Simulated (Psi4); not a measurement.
Interaction calculation of BSiH₃F₂ (part 2 of 2)

The same run, continued: BSiH₃F₂, SMILES BF.F[SiH]; SAPT2+(3)DMP2/jun-cc-pVDZ, RHF (Psi4 1.11). 

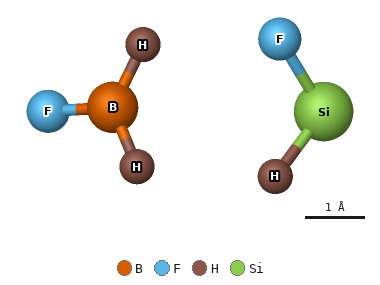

**Figure 1.** The input geometry (ball-and-stick view, seen on its broad side).

Output, continued:
```
  //>>>>>>>>>>>>>>>>>>>>>>>>>>>>>>>>>>>//
  //               DFMP2               //
  //<<<<<<<<<<<<<<<<<<<<<<<<<<<<<<<<<<<//

   => Auxiliary Basis Set <=

  Basis Set: (JUN-CC-PVDZ AUX)
    Blend: JUN-CC-PVDZ-RI
    Number of shells: 108
    Number of basis functions: 322
    Number of Cartesian functions: 373
    Spherical Harmonics?: true
    Max angular momentum: 3

	 --------------------------------------------------------
	                 NBF =    91, NAUX =   322
	 --------------------------------------------------------
	   CLASS    FOCC     OCC    AOCC    AVIR     VIR    FVIR
	   PAIRS       2       8       6      83      83       0
	 --------------------------------------------------------

	 Will attempt to load fitting metric from file 97.

	-----------------------------------------------------------
	 ==================> DF-MP2 Energies <====================
	-----------------------------------------------------------
	 Reference Energy          =    -125.3289796081694192 [Eh]
	 Singles Energy            =      -0.0000000000000000 [Eh]
	 Same-Spin Energy          =      -0.0664228708022794 [Eh]
	 Opposite-Spin Energy      =      -0.2120669215612077 [Eh]
	 Correlation Energy        =      -0.2784897923634871 [Eh]
	 Total Energy              =    -125.6074694005329064 [Eh]
	-----------------------------------------------------------
	 ================> DF-SCS-MP2 Energies <==================
	-----------------------------------------------------------
	 SCS Same-Spin Scale       =       0.3333333333333333 [-]
	 SCS Opposite-Spin Scale   =       1.2000000000000000 [-]
	 SCS Same-Spin Energy      =      -0.0221409569340931 [Eh]
	 SCS Opposite-Spin Energy  =      -0.2544803058734492 [Eh]
	 SCS Correlation Energy    =      -0.2766212628075423 [Eh]
	 SCS Total Energy          =    -125.6056008709769571 [Eh]
	-----------------------------------------------------------

	total time  =          0 seconds =       0.00 minutes

  //>>>>>>>>>>>>>>>>>>>>>>>>>>>>>>>>>>>//
  //            Monomer B HF           //
  //<<<<<<<<<<<<<<<<<<<<<<<<<<<<<<<<<<<//

  ==> Geometry <==

    Molecular point group: c1
    Full point group: C1

    Geometry (in Angstrom), charge = 0, multiplicity = 1:

       Center              X                  Y                   Z               Mass
    ------------   -----------------  -----------------  -----------------  -----------------
      Gh(B)          -0.041200000000     0.011050000000    -0.025730000000    11.009305360000
      Gh(F)           1.047300000000    -0.281650000000     0.654980000000    18.998403162730
      Gh(H)          -1.026400000000    -0.634050000000     0.191280000000     1.007825032230
      Gh(H)           0.020300000000     0.904650000000    -0.820520000000     1.007825032230
         F           -2.597100000000    -0.920410000000    -1.547210000000    18.998403162730
         SI          -1.894180000000    -0.886900000000    -2.997670000000    27.976926534650
         H           -1.188050000000     0.469680000000    -2.812300000000     1.007825032230

  Running in c1 symmetry.

  Rotational constants: A =      0.43410  B =      0.02922  C =      0.02822 [cm^-1]
  Rotational constants: A =  13013.84443  B =    875.85272  C =    845.89072 [MHz]
  Nuclear repulsion =   48.194839917464755

  Charge       = 0
  Multiplicity = 1
  Electrons    = 24
  Nalpha       = 12
  Nbeta        = 12

  ==> Iterations <==

                           Total Energy        Delta E     RMS |[F,P]|

   @DF-RHF iter SAD:  -388.20003838490544   -3.88200e+02   0.00000e+00
   @DF-RHF iter   1:  -388.91790871764294   -7.17870e-01   3.35716e-03 ADIIS/DIIS
   @DF-RHF iter   2:  -388.93920129526668   -2.12926e-02   2.36980e-03 ADIIS/DIIS
   @DF-RHF iter   3:  -388.95358225332836   -1.43810e-02   1.53067e-04 ADIIS/DIIS
   @DF-RHF iter   4:  -388.95377768312090   -1.95430e-04   2.22210e-05 DIIS
   @DF-RHF iter   5:  -388.95378366784934   -5.98473e-06   5.55572e-06 DIIS
   @DF-RHF iter   6:  -388.95378409540592   -4.27557e-07   1.14411e-06 DIIS
   @DF-RHF iter   7:  -388.95378411299998   -1.75941e-08   2.67190e-07 DIIS
   @DF-RHF iter   8:  -388.95378411400799   -1.00800e-09   5.02601e-08 DIIS
   @DF-RHF iter   9:  -388.95378411404641   -3.84262e-11   9.97903e-09 DIIS
  Energy and wave function converged.

  ==> Post-Iterations <==

    Orbital Energies [Eh]
    ---------------------

    Doubly Occupied:

       1A    -68.856536     2A    -26.303535     3A     -6.196588
       4A     -4.299542     5A     -4.298991     6A     -4.296016
       7A     -1.599199     8A     -0.763050     9A     -0.676843
      10A     -0.660419    11A     -0.567325    12A     -0.354425

    Virtual:

      13A      0.004403    14A      0.041085    15A      0.049445
      16A      0.057860    17A      0.062287    18A      0.069796
      19A      0.081548    20A      0.099637    21A      0.128960
      22A      0.165656    23A      0.204959    24A      0.221284
      25A      0.222831    26A      0.247797    27A      0.253755
      28A      0.276297    29A      0.283281    30A      0.304143
      31A      0.327255    32A      0.346214    33A      0.384667
      34A      0.411172    35A      0.470653    36A      0.485178
      37A      0.512336    38A      0.518428    39A      0.554331
      40A      0.579547    41A      0.602833    42A      0.626828
      43A      0.640132    44A      0.669387    45A      0.708438
      46A      0.905921    47A      0.924510    48A      1.065156
      49A      1.077468    50A      1.090686    51A      1.150454
      52A      1.210597    53A      1.225326    54A      1.338082
      55A      1.380700    56A      1.408847    57A      1.524061
      58A      1.553077    59A      1.653625    60A      1.685918
      61A      1.743418    62A      1.791893    63A      1.816722
      64A      1.867358    65A      1.986453    66A      2.058041
      67A      2.160607    68A      2.252150    69A      2.297490
      70A      2.438844    71A      2.584500    72A      2.636942
      73A      2.725108    74A      3.577594    75A      3.974663
      76A      3.980257    77A      4.022368    78A      4.046717
      79A      4.078189    80A      4.111353    81A      4.276652
      82A      5.773887    83A      5.801074    84A      5.972497
      85A      6.120615    86A      6.503166    87A      7.168412
      88A      7.181909    89A      7.429855    90A     12.365629
      91A     42.882263

    Final Occupation by Irrep:
              A
    DOCC [    12 ]
    NA   [    12 ]
    NB   [    12 ]

  @DF-RHF Final Energy:  -388.95378411404641

   => Energetics <=

    Nuclear Repulsion Energy =             48.1948399174647548
    One-Electron Energy =                -636.5523084568366130
    Two-Electron Energy =                 199.4036844253254515
    Total Energy =                       -388.9537841140464707

Computation Completed

Properties will be evaluated at   0.000000,   0.000000,   0.000000 [a0]

Properties computed using the SCF density matrix

 Multipole Moments:

 ------------------------------------------------------------------------------------
     Multipole            Electronic (a.u.)      Nuclear  (a.u.)        Total (a.u.)
 ------------------------------------------------------------------------------------

 L = 1.  Multiply by 2.5417464519 to convert [e a0] to [Debye]
 Dipole X            :         96.8179316          -96.5280987            0.2898329
 Dipole Y            :         38.3718021          -38.2303123            0.1414899
 Dipole Z            :        110.4922496         -110.9355596           -0.4433100
 Magnitude           :                                                    0.5482210

 ------------------------------------------------------------------------------------

	total time  =          1 seconds =       0.02 minutes

  //>>>>>>>>>>>>>>>>>>>>>>>>>>>>>>>>>>>//
  //               DFMP2               //
  //<<<<<<<<<<<<<<<<<<<<<<<<<<<<<<<<<<<//

   => Auxiliary Basis Set <=

  Basis Set: (JUN-CC-PVDZ AUX)
    Blend: JUN-CC-PVDZ-RI
    Number of shells: 108
    Number of basis functions: 322
    Number of Cartesian functions: 373
    Spherical Harmonics?: true
    Max angular momentum: 3

	 --------------------------------------------------------
	                 NBF =    91, NAUX =   322
	 --------------------------------------------------------
	   CLASS    FOCC     OCC    AOCC    AVIR     VIR    FVIR
	   PAIRS       6      12       6      79      79       0
	 --------------------------------------------------------

	 Will attempt to load fitting metric from file 97.

	-----------------------------------------------------------
	 ==================> DF-MP2 Energies <====================
	-----------------------------------------------------------
	 Reference Energy          =    -388.9537841140464138 [Eh]
	 Singles Energy            =      -0.0000000000000000 [Eh]
	 Same-Spin Energy          =      -0.0658263915662265 [Eh]
	 Opposite-Spin Energy      =      -0.2088216212608677 [Eh]
	 Correlation Energy        =      -0.2746480128270942 [Eh]
	 Total Energy              =    -389.2284321268734857 [Eh]
	-----------------------------------------------------------
	 ================> DF-SCS-MP2 Energies <==================
	-----------------------------------------------------------
	 SCS Same-Spin Scale       =       0.3333333333333333 [-]
	 SCS Opposite-Spin Scale   =       1.2000000000000000 [-]
	 SCS Same-Spin Energy      =      -0.0219421305220755 [Eh]
	 SCS Opposite-Spin Energy  =      -0.2505859455130412 [Eh]
	 SCS Correlation Energy    =      -0.2725280760351167 [Eh]
	 SCS Total Energy          =    -389.2263121900815577 [Eh]
	-----------------------------------------------------------

	total time  =          0 seconds =       0.00 minutes
  Constructing Basis Sets for SAPT...

   => Loading Basis Set <=

    Name: (JUN-CC-PVDZ AUX)
    Role: RIFIT
    Keyword: DF_BASIS_SAPT

   => Loading Basis Set <=

    Name: (JUN-CC-PVDZ AUX)
    Role: JKFIT
    Keyword: DF_BASIS_ELST

  //>>>>>>>>>>>>>>>>>>>>>>>>>>>>>>>>>>>//
  //           SAPT2+(3)DMP2           //
  //<<<<<<<<<<<<<<<<<<<<<<<<<<<<<<<<<<<//

      SAPT2+(3)
     6 June 2009

      Orbital Information
  --------------------------
    NSO        =        91
    NMO        =        91
    NRI        =       322
    NOCC A     =         8
    NOCC B     =        12
    FOCC A     =         2
    FOCC B     =         6
    NVIR A     =        83
    NVIR B     =        79

    Estimated memory usage: 41.6 MB

    Natural Orbital Cutoff:   1.000E-06
    Disp(T3) Truncation:            Yes
    CCD (vv|vv) Truncation:         Yes
    MBPT T2 Truncation:             Yes

    Monomer A: 42 virtual orbitals dropped
    Monomer B: 39 virtual orbitals dropped

    Elst10,r            =    -0.001335331438 [Eh]
    Exch10 (S^2)        =     0.009969820268 [Eh]
    Exch10              =     0.010002310273 [Eh]
    Ind20,r (A<-B)      =    -0.001905138511 [Eh]
    Ind20,r (B<-A)      =    -0.000627054309 [Eh]
    Ind20,r             =    -0.002532192819 [Eh]
    Exch-Ind20,r (A<-B) =     0.001662174618 [Eh]
    Exch-Ind20,r (B<-A) =     0.000540167680 [Eh]
    Exch-Ind20,r        =     0.002202342298 [Eh]
    Disp20              =    -0.002950061584 [Eh]
    Disp20 (NO)         =    -0.002574662530 [Eh]
    Exch-Disp20         =     0.000443563971 [Eh]
    Elst12,r            =    -0.000532874072 [Eh]
    Exch11              =     0.000019615921 [Eh]
    Exch12              =     0.000898911910 [Eh]
    Ind22               =    -0.000178129145 [Eh]
    Disp21              =    -0.000101556358 [Eh]
    Disp22 (SDQ)        =    -0.000036369395 [Eh]

    (i =   1 of   6)          0 seconds
    (i =   2 of   6)          0 seconds
    (i =   3 of   6)          0 seconds
    (i =   4 of   6)          0 seconds
    (i =   5 of   6)          0 seconds
    (i =   6 of   6)          0 seconds

    Disp220 (T)         =    -0.000118654199 [Eh]

    (i =   1 of   6)          0 seconds
    (i =   2 of   6)          0 seconds
    (i =   3 of   6)          0 seconds
    (i =   4 of   6)          0 seconds
    (i =   5 of   6)          0 seconds
    (i =   6 of   6)          0 seconds

    Disp202 (T)         =    -0.000187224294 [Eh]

    Disp22 (T)          =    -0.000305878493 [Eh]

    Est. Disp220 (T)    =    -0.000135954593 [Eh]
    Est. Disp202 (T)    =    -0.000214522560 [Eh]

    Est. Disp22 (T)     =    -0.000350477152 [Eh]
    Elst13,r            =     0.000131545178 [Eh]
    Disp30              =     0.000022141495 [Eh]

    SAPT Results
  --------------------------------------------------------------------------------------------------------
    Electrostatics                 -1.73666033 [mEh]      -1.08977081 [kcal/mol]      -4.55960108 [kJ/mol]
      Elst10,r                     -1.33533144 [mEh]      -0.83793313 [kcal/mol]      -3.50591221 [kJ/mol]
      Elst12,r                     -0.53287407 [mEh]      -0.33438353 [kcal/mol]      -1.39906068 [kJ/mol]
      Elst13,r                      0.13154518 [mEh]       0.08254585 [kcal/mol]       0.34537182 [kJ/mol]

    Exchange                       10.92083810 [mEh]       6.85292937 [kcal/mol]      28.67265649 [kJ/mol]
      Exch10                       10.00231027 [mEh]       6.27654446 [kcal/mol]      26.26106200 [kJ/mol]
      Exch10(S^2)                   9.96982027 [mEh]       6.25615667 [kcal/mol]      26.17575951 [kJ/mol]
      Exch11(S^2)                   0.01961592 [mEh]       0.01230918 [kcal/mol]       0.05150159 [kJ/mol]
      Exch12(S^2)                   0.89891191 [mEh]       0.56407574 [kcal/mol]       2.36009289 [kJ/mol]

    Induction                      -0.89581919 [mEh]      -0.56213503 [kcal/mol]      -2.35197295 [kJ/mol]
      Ind20,r                      -2.53219282 [mEh]      -1.58897498 [kcal/mol]      -6.64827133 [kJ/mol]
      Ind22                        -0.17812915 [mEh]      -0.11177773 [kcal/mol]      -0.46767801 [kJ/mol]
      Exch-Ind20,r                  2.20234230 [mEh]       1.38199066 [kcal/mol]       5.78224891 [kJ/mol]
      Exch-Ind22                    0.15492554 [mEh]       0.09721725 [kcal/mol]       0.40675696 [kJ/mol]
      delta HF,r (2)               -0.71106142 [mEh]      -0.44619777 [kcal/mol]      -1.86689149 [kJ/mol]
      delta MP2,r (2)               0.16829635 [mEh]       0.10560756 [kcal/mol]       0.44186201 [kJ/mol]

    Dispersion                     -2.97275902 [mEh]      -1.86543445 [kcal/mol]      -7.80497774 [kJ/mol]
      Disp20                       -2.95006158 [mEh]      -1.85119159 [kcal/mol]      -7.74538562 [kJ/mol]
      Disp30                        0.02214150 [mEh]       0.01389400 [kcal/mol]       0.05813249 [kJ/mol]
      Disp21                       -0.10155636 [mEh]      -0.06372758 [kcal/mol]      -0.26663618 [kJ/mol]
      Disp22 (SDQ)                 -0.03636939 [mEh]      -0.02282214 [kcal/mol]      -0.09548783 [kJ/mol]
      Disp22 (T)                   -0.30587849 [mEh]      -0.19194165 [kcal/mol]      -0.80308387 [kJ/mol]
      Est. Disp22 (T)              -0.35047715 [mEh]      -0.21992773 [kcal/mol]      -0.92017764 [kJ/mol]
      Exch-Disp20                   0.44356397 [mEh]       0.27834059 [kcal/mol]       1.16457704 [kJ/mol]

  Total HF                          7.62606690 [mEh]       4.78542923 [kcal/mol]      20.02223588 [kJ/mol]
  Total SAPT0                       5.11956928 [mEh]       3.21257823 [kcal/mol]      13.44142730 [kJ/mol]
  Total SAPT2                       5.48201944 [mEh]       3.44001914 [kcal/mol]      14.39304006 [kJ/mol]
  Total SAPT2+                      4.99361654 [mEh]       3.13354169 [kcal/mol]      13.11073841 [kJ/mol]
  Total SAPT2+(3)                   5.14730321 [mEh]       3.22998153 [kcal/mol]      13.51424272 [kJ/mol]
  Total SAPT2+dMP2                  5.16191289 [mEh]       3.23914924 [kcal/mol]      13.55260043 [kJ/mol]
  Total SAPT2+(3)dMP2               5.31559956 [mEh]       3.33558908 [kcal/mol]      13.95610473 [kJ/mol]

  Special recipe for scaled SAPT0 (see Manual):
    Electrostatics sSAPT0          -1.33533144 [mEh]      -0.83793313 [kcal/mol]      -3.50591221 [kJ/mol]
    Exchange sSAPT0                10.00231027 [mEh]       6.27654446 [kcal/mol]      26.26106200 [kJ/mol]
    Induction sSAPT0               -1.01931048 [mEh]      -0.63962698 [kcal/mol]      -2.67619930 [kJ/mol]
    Dispersion sSAPT0              -2.50214696 [mEh]      -1.57012092 [kcal/mol]      -6.56938594 [kJ/mol]
  Total sSAPT0                      5.14552140 [mEh]       3.22886342 [kcal/mol]      13.50956456 [kJ/mol]
  --------------------------------------------------------------------------------------------------------

	total time  =          3 seconds =       0.05 minutes

Warning! sapt2+(3)dmp2 does not have an associated derived wavefunction. The returned wavefunction is the dimer SCF wavefunction.

    Psi4 run time: 0:00:06.46

[set-up sections that repeat, and orbital energies of the middle runs, are left out above]
```

This output came from the following input.

Input (bf2h3si.dat):
```
memory 1600 MB

molecule mol {
  0 1
  B     -0.041200     0.011050    -0.025730
  F      1.047300    -0.281650     0.654980
  H     -1.026400    -0.634050     0.191280
  H      0.020300     0.904650    -0.820520
  --
  0 1
  F     -2.597100    -0.920410    -1.547210
  Si    -1.894180    -0.886900    -2.997670
  H     -1.188050     0.469680    -2.812300
  symmetry c1
  no_reorient
  no_com
}

set basis jun-cc-pVDZ
set reference rhf
set scf_type df
set freeze_core true

e_tot, wfn = energy("sapt2+(3)dmp2", return_wfn=True)
```

Run as:
```bash
psi4 -n 1 bf2h3si.dat bf2h3si.out
```

Results in brief:

```tsv
quantity	value
outcome	converged
SCF energy	−514.275138 hartree
MP2 energy	−389.228432 hartree
correlation energy	−0.274648 hartree
hardware	1 thread of Intel Xeon @ 2.60GHz (Ice Lake), 24 GiB of memory available, shared host
wall time	7.5 s
peak memory	0.34 GiB
```
